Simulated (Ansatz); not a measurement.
```xyz
7

F     0.514    0.000   -2.177
C    -0.233    0.051    0.652
O     0.822   -0.550    0.079
H     0.019    0.834    1.435
H    -0.943   -0.637    1.210
H    -0.891    0.594   -0.077
H     0.712   -0.292   -1.122
```

> Where will the first 4 clear peaks of this molecule's radial distribution curve from gas electron diffraction lie, and which pairs make them?

Peak 1, 1.33 Å: F–H 1.11 Å, C–H 1.12–1.14 Å (×3), O–H 1.23 Å, O–C 1.34 Å, not resolved
Peak 2, 2.33 Å: O···H 2.10 Å (×2), F···O 2.34 Å, F···H 2.60 Å, not resolved
Peak 3, 2.92 Å: F···C 2.93 Å
Peak 4, 3.74 Å: F···H 3.74 Å (×2)

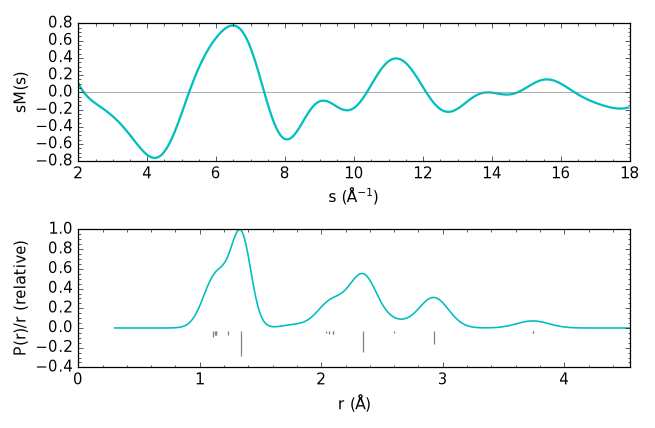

Simulated gas electron diffraction: reduced molecular intensity sM(s) from the Debye equation in the first Born approximation (top) and the radial distribution curve (bottom) of CH4FO (charge -1, ignored in the scattering factors). Each pair of atoms contributes with weight ZᵢZⱼ/r (bars below the curve); damping constant 0.002 Å²; vibrational amplitudes assumed, not computed: 0.05 Å for bonds, 0.078 Å for bonds to H, 0.06 + 0.015 r up to 0.15 Å for other pairs. The geometry is the end point of an optimisation (Ansatz, UKS PBE0/def2-SVP); it may be a saddle point or a higher isomer.
